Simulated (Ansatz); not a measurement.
Si3N4 (space group P6_3/m)

```cif
data_N8Si6
_chemical_formula_sum 'Si6 N8'
_space_group_name_H-M_alt 'P 1'
_space_group_IT_number 1
_cell_length_a 7.66352
_cell_length_b 7.66352
_cell_length_c 2.92654
_cell_angle_alpha 90.000
_cell_angle_beta 90.000
_cell_angle_gamma 120.000
loop_
_space_group_symop_operation_xyz
  'x, y, z'
loop_
_atom_site_label
_atom_site_type_symbol
_atom_site_fract_x
_atom_site_fract_y
_atom_site_fract_z
_atom_site_occupancy
Si1 Si 0.23108 0.82498 0.75000 1
Si2 Si 0.76892 0.17502 0.25000 1
Si3 Si 0.40610 0.23108 0.25000 1
Si4 Si 0.59390 0.76892 0.75000 1
Si5 Si 0.17502 0.40610 0.75000 1
Si6 Si 0.82498 0.59390 0.25000 1
N1 N 0.33333 0.66667 0.75000 1
N2 N 0.66667 0.33333 0.25000 1
N3 N 0.96915 0.67000 0.75000 1
N4 N 0.03085 0.33000 0.25000 1
N5 N 0.29915 0.96915 0.25000 1
N6 N 0.70085 0.03085 0.75000 1
N7 N 0.33000 0.29915 0.75000 1
N8 N 0.67000 0.70085 0.25000 1
```

Equation-of-state scan: isotropic scaling of the cell above, V₀ being its volume. The atoms relax within the cell's symmetry.

Computed with PBE (plane waves to 420 eV, PAW, scalar-relativistic; Ansatz, a quantum-chemistry and plane-wave program). k mesh 4×4×9 (Γ-centred), Fermi-Dirac smearing 0.05 eV. The energy includes the smearing's −TS. With the shape held, the modulus is that of even scaling; a crystal free to change shape is softer. Si3N4 was relaxed with its symmetry unable to fall. ΔE is measured from the relaxed starting cell.

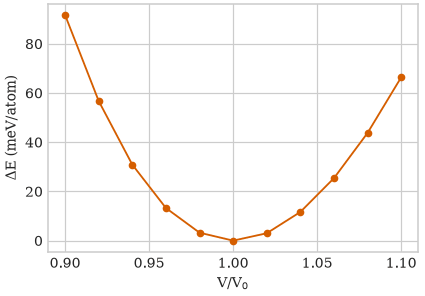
Figure. ΔE (meV/atom) against V/V₀; markers are the computed points, lines only join them.

Problem. What is ΔE at V/V₀ = 1.100?

Solution. About 66 meV/atom.

Problem. What is ΔE at V/V₀ = 0.900?

Solution. About 92 meV/atom.

Problem. What bulk modulus at fixed cell shape B₀ follows from a third-order Birch-Murnaghan fit?

Solution. About 230 GPa.

(Under strain, the slope of the energy per volume gives the stress and its curvature an elastic modulus.)
